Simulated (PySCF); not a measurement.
# C₇H₁₅PSi (SMILES CCC1=CP(C[SiH3])CC1): what the fields show

```json
{"atom": "C", "x (Å)": "-2.5497", "y (Å)": "0.9535", "z (Å)": "0.8778"}
{"atom": "C", "x (Å)": "-2.2323", "y (Å)": "0.8684", "z (Å)": "-0.6163"}
{"atom": "C", "x (Å)": "-0.9780", "y (Å)": "0.0905", "z (Å)": "-0.8708"}
{"atom": "C", "x (Å)": "0.1780", "y (Å)": "0.6171", "z (Å)": "-1.2629"}
{"atom": "P", "x (Å)": "1.5376", "y (Å)": "-0.5737", "z (Å)": "-1.4644"}
{"atom": "C", "x (Å)": "2.1961", "y (Å)": "-0.5211", "z (Å)": "0.2778"}
{"atom": "Si", "x (Å)": "3.0890", "y (Å)": "1.1151", "z (Å)": "0.6548"}
{"atom": "C", "x (Å)": "0.2964", "y (Å)": "-1.9633", "z (Å)": "-1.2779"}
{"atom": "C", "x (Å)": "-0.9710", "y (Å)": "-1.3950", "z (Å)": "-0.6351"}
{"atom": "H", "x (Å)": "-2.7395", "y (Å)": "-0.0347", "z (Å)": "1.2900"}
{"atom": "H", "x (Å)": "-3.4336", "y (Å)": "1.5663", "z (Å)": "1.0390"}
{"atom": "H", "x (Å)": "-1.7155", "y (Å)": "1.3994", "z (Å)": "1.4153"}
{"atom": "H", "x (Å)": "-3.0686", "y (Å)": "0.3882", "z (Å)": "-1.1316"}
{"atom": "H", "x (Å)": "-2.1188", "y (Å)": "1.8772", "z (Å)": "-1.0181"}
{"atom": "H", "x (Å)": "0.3255", "y (Å)": "1.6658", "z (Å)": "-1.4696"}
{"atom": "H", "x (Å)": "2.8982", "y (Å)": "-1.3529", "z (Å)": "0.3696"}
{"atom": "H", "x (Å)": "1.3777", "y (Å)": "-0.6911", "z (Å)": "0.9791"}
{"atom": "H", "x (Å)": "2.1175", "y (Å)": "2.2098", "z (Å)": "0.7300"}
{"atom": "H", "x (Å)": "4.0742", "y (Å)": "1.3874", "z (Å)": "-0.3910"}
{"atom": "H", "x (Å)": "3.7506", "y (Å)": "0.9801", "z (Å)": "1.9565"}
{"atom": "H", "x (Å)": "0.0762", "y (Å)": "-2.3274", "z (Å)": "-2.2853"}
{"atom": "H", "x (Å)": "0.7266", "y (Å)": "-2.7928", "z (Å)": "-0.7144"}
{"atom": "H", "x (Å)": "-1.8669", "y (Å)": "-1.8598", "z (Å)": "-1.0536"}
{"atom": "H", "x (Å)": "-0.9815", "y (Å)": "-1.5874", "z (Å)": "0.4420"}
```

Geometry: GFN2-xTB.

Level of theory: PBE0/pcSseg-1, SCF density, gas phase, non-relativistic in PySCF.

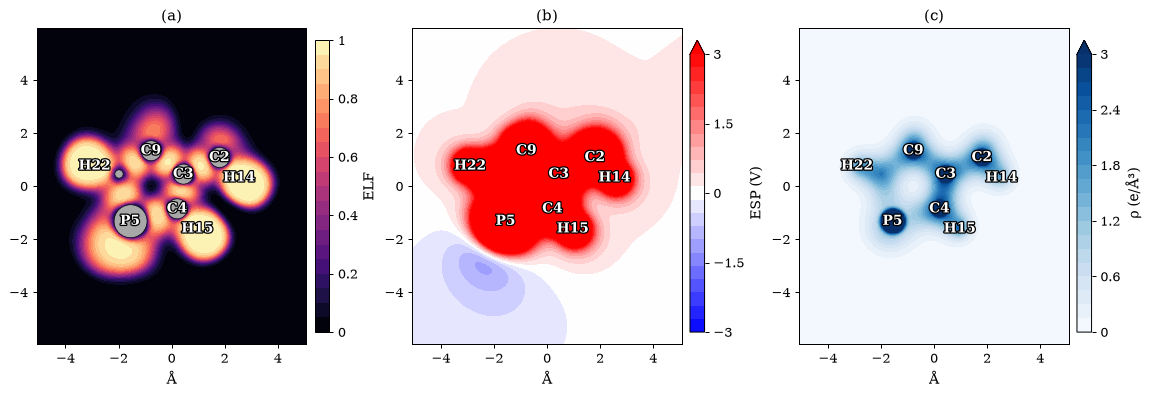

Figure 1. (a) ELF; (b) molecular electrostatic potential; (c) total electron density on the plane of atoms C2, C3 and C9. Grey discs cover the atomic cores in the ELF map.

Interpret the plot.

Answer. The section cuts through C, P and H sites. C–C (1.33 Å): the density is about 2.3 e/Å³ at the midpoint; the ELF peaks at about 0.90 between the atoms; a short, multiple covalent bond. C–P (1.82 Å): the density is about 1.2 e/Å³ at the midpoint; the ELF peaks at about 0.95 between the atoms: localised, covalent bonding. C–H (1.08 Å): ρ is about 2 e/Å³ halfway; the ELF climbs to about 1 towards the hydrogen, as it does in any bond to H (a covalent bond by its length). C–C (1.50 Å): the density is about 1.7 e/Å³ at the midpoint; the ELF peaks at about 0.95 between the atoms: localised, covalent bonding. The ELF also peaks beside P5, away from the bonds: lone-pair regions. Outside the dense part of the molecule the potential is most negative (−1.1 V) near P5.

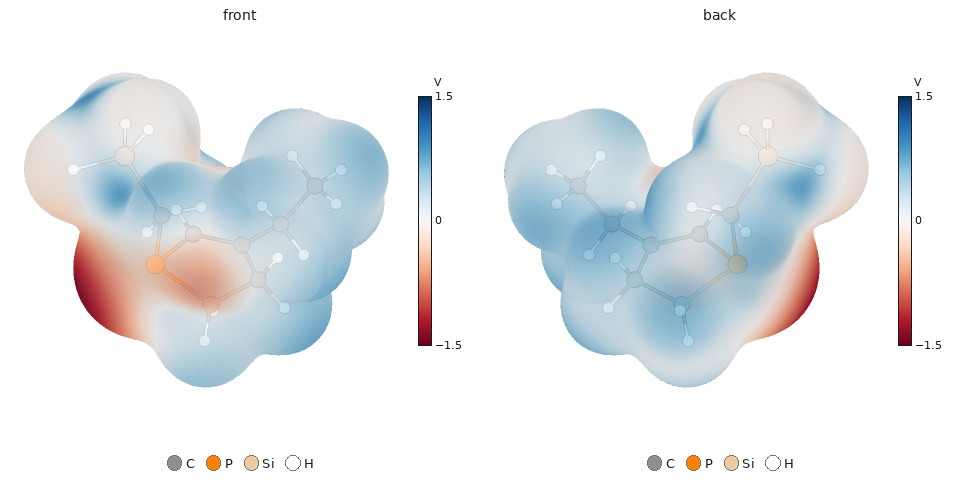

Figure 2. The electrostatic potential painted on the density surface at 0.002 e/bohr³, seen from the front and from behind; red is negative and blue positive.

Where is the surface potential most negative and most positive?

Answer. The most negative region (about −1.3 V) lies over P5, the most positive (about +0.9 V) over Si7.

What dipole moment does the calculation give?

Answer. Its dipole moment is 2.23 D.
